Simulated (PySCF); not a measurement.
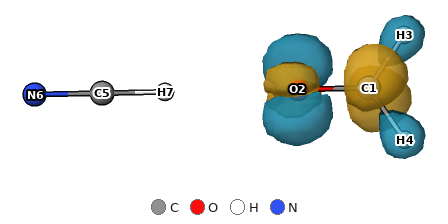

C₂H₃NO, SMILES `C=O.C#N`. Unrelaxed difference density of S₁ less the ground state (TDA singlet states), ±0.1 e/Å³; yellow: gain, teal: loss.

Method: PBE0/def2-SVP; geometry: GFN2-xTB; program: PySCF. The pair's geometry is semi-empirical, so its contact may be too short or too long. Without diffuse functions Rydberg states are missing, so the states' numbers hold for this basis only.

Q: How does the charge move on excitation?

A: 0.74 e is displaced in all, of which about 0.4 e passes between atoms: O2 (0.28 e) loses electrons and C1 (0.36 e) gains them. The state: 4.17 eV (297 nm), f = 0.000 (dark); the leading pair carries 100 %; hole on O2 (64 %), C1 (16 %) and H3 and H4 (10 % each), electron on C1 (51 %), O2 (36 %) and H3 and H4 (6 % each); their centroids lie 0.3 Å apart.
